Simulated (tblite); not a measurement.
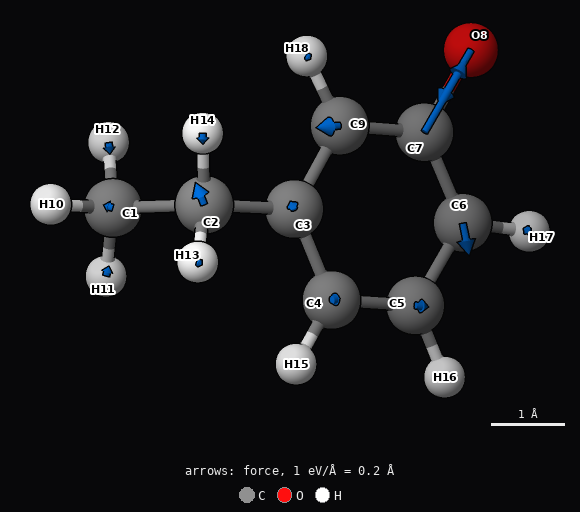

Starting geometry of C8H9O (multiplicity 2) with the computed forces as blue arrows. Style: ball-and-stick. Shown at a tilt.

Computed with GFN2-xTB geometry optimisation, gas phase (tblite 0.8.0). 

### Is this structure relaxed? If not, where do the atoms go?

It isn't relaxed: the largest force vector, on C7, is 6.22 eV/Å. The final displacements follow the starting forces only in part (cosine between the two patterns 0.45). The atom that moves furthest after the best rigid fit is H12 (0.14 Å). Largest moves by element: H 0.14 Å, O 0.13 Å, C 0.09 Å. Some distances before and after: C7–O8 1.391 → 1.238 Å, C7–C9 1.384 → 1.450 Å, C6–C7 1.387 → 1.452 Å, C2–H14 1.125 → 1.091 Å. Among the angles between lasting bonds that change: H11–C1–H12 113.2° → 108.4°, C3–C2–H13 114.1° → 109.8°, C7–C6–H17 121.5° → 117.2°. The energy falls by 0.742 eV in 47 geometry steps.
